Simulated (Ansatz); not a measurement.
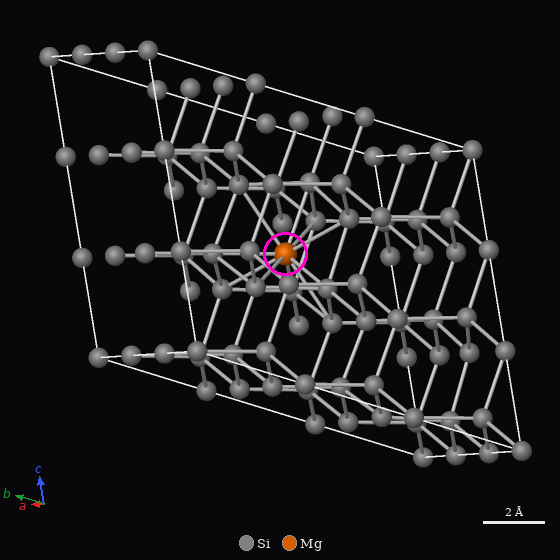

Ball-and-stick drawing of the structure, looking from a general direction. The box is the supercell; atoms on or close to its faces, edges and corners are drawn wherever they repeat. The host is Si, in a cell of 54 sites, and the cell carries a charge of +2. A ring marks the defect's site.

What defect is present?

An interstitial magnesium atom. It is bonded to ten Si at about 2.5 to 2.8 Å.

The atoms were relaxed in the host's cell with DFT PBE, scalar-relativistic, plane waves, PAW in Ansatz 0.2.0.
